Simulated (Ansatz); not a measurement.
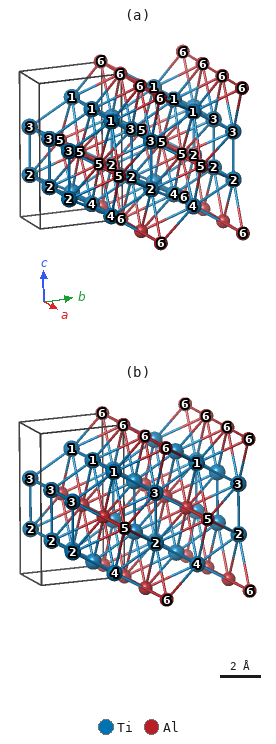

The structure of solid Ti2Al (a generated structure, set up in P1) (coarse preliminary run) before (top) and after (bottom) a relaxation, at one scale.

A ball-and-stick model of the cell of the calculation, repeated 3 × 2 × 1 with one cell outlined, seen slightly off an axis.

Method: Ansatz 0.2.0, DFT PBE, scalar-relativistic, plane waves, PAW.

The input:
```yaml
crystal:
  lattice:
    - [-0.016694161, 0.0752970657, -2.7160697578]
    - [2.2641171387, -3.9596079628, 0.1230617388]
    - [-6.5132978919, -3.798496348, 0.0672021098]
  atoms:
    - { symbol: Ti, position: [0.4917742893, 0.5185683532, 0.8293356058] }
    - { symbol: Ti, position: [0.5113322304, -0.0046083815, 0.3317368955] }
    - { symbol: Ti, position: [0.4707041258, 0.0068616889, 0.6579164851] }
    - { symbol: Ti, position: [0.517750663, 0.5046392858, 0.1813872791] }
    - { symbol: Al, position: [0.994956766, 0.4888120626, 0.4962540326] }
    - { symbol: Al, position: [1.0134819256, 0.985726991, 0.0033697018] }
basis:
  ecutwfc: 420
kpoints:
  mp_grid: { grid: [8, 6, 4] }
hamiltonian:
  xc: pbe
scf:
  occupations: { method: gaussian, width: 0.2 }
  lower_state_search: "off"
output:
  forces: true
  stress: true
  eigenvalues: true
relax:
  adjacent_minimum: "off"
  f_tol: 0.025
  max_steps: 60
  cell: { stress_tol: 0.25 }
```

Command:
```bash
ansatz run input.yaml --threads 1 --pin off --max-ram 2560MiB --backend cpu --events-out ev --progress --plain --runs-dir out
```

### Summarise the run.

Ti4 moves most relative to the cell: 0.13 Å along [−3 −1 −3]. By element the largest moves are Ti 0.13 Å, Al 0.08 Å. Cell: a 2.717 → 2.722 Å (+0.2 %), b 4.563 → 4.555 Å (−0.2 %), c 7.540 → 7.886 Å (+4.6 %), α 89.5° → 90.0°, β 91.0° → 90.0°, γ 93.1° → 90.0°. Volume +4.8 %. Among the contacts that change: Ti4–Al5 2.687 → 2.960 Å, Ti1–Al6 3.145 → 2.961 Å, Ti4–Al5 (another image) 2.786 → 2.961 Å, Ti2–Ti3 2.465 → 2.628 Å. The space group (tolerance 0.01 Å) goes from P1 (No. 1) to P6/mmm (No. 191). Over 3 accepted moves (4 points after the start) the energy falls by 57.4 meV per atom. The largest force component goes from 0.75 to 0.003 eV/Å. Pressure: 6.33 GPa at the start and −0.01 GPa at the end. At 1 point the geometry stayed and the basis and grid were re-selected for the new cell (energy shift of 0.3 meV per atom at most each time). Cost: 4.9 min on 1 thread of Intel(R) Xeon(R) Processor @ 2.50GHz (Skylake/Cascade Lake), with other jobs on the host, peak memory 0.54 GiB.
